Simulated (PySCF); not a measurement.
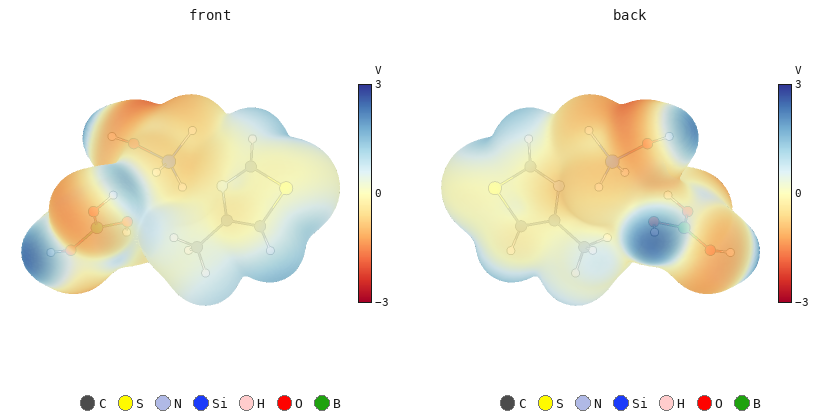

*C$_{4}$H$_{5}$NS···H$_{4}$OSi···BH$_{3}$O$_{3}$. The electrostatic potential painted on the density surface at 0.002 e/bohr³, seen from the front and from behind; red is negative and blue positive.*

Geometry: GFN1-xTB.

Level of theory: PBE0-D3(BJ)/def2-SVP, SCF density, gas phase (PySCF 2.14.0).

Input file:

```
{"job": {"kind": "inter", "xc": "PBE0", "basis": "def2-SVP", "disp": "d3bj", "pairs": false}, "charge": 0, "multiplicity": 1, "parts": [{"atoms": "0-14", "charge": 1, "multiplicity": 1}, {"atoms": "15-23", "charge": -1, "multiplicity": 1}]}
C     -0.626488    -0.298272     2.068574
C     -0.587170    -0.526617     0.594046
C     -1.284275    -1.467176    -0.092118
S     -0.942950    -1.382856    -1.774341
C      0.120914    -0.083620    -1.456100
N      0.210526     0.253516    -0.207228
Si     1.620246     2.102063     0.487059
H     -1.330662    -0.981788     2.542538
H      0.363275    -0.451687     2.500358
H     -0.925967     0.728173     2.282514
H     -1.972092    -2.195196     0.302120
H      0.669724     0.409763    -2.241100
H      1.924892     1.977925    -0.927557
H      0.281815     2.594368     0.691936
H      2.148812     0.972278     1.220325
O      0.953666     2.281593     3.123030
B      1.788200     1.922101     4.158506
O      1.614681     2.498776     5.388819
O      2.597435     3.345350     0.897416
O      2.758744     0.989140     3.949432
H      0.356080     3.002085     3.327259
H      2.247302     2.183457     6.037359
H      3.111867     4.051590     1.257606
H      2.796727     0.729352     3.019778
```

Launched as:

```sh
OMP_NUM_THREADS=1 python cluster_run.py task.json out
```

**Where is the surface potential most negative and most positive?**

The most negative region (about −1.6 V) lies over O19, the most positive (about +2.3 V) over H21 and H22. O19 is the likeliest acceptor of a hydrogen bond.
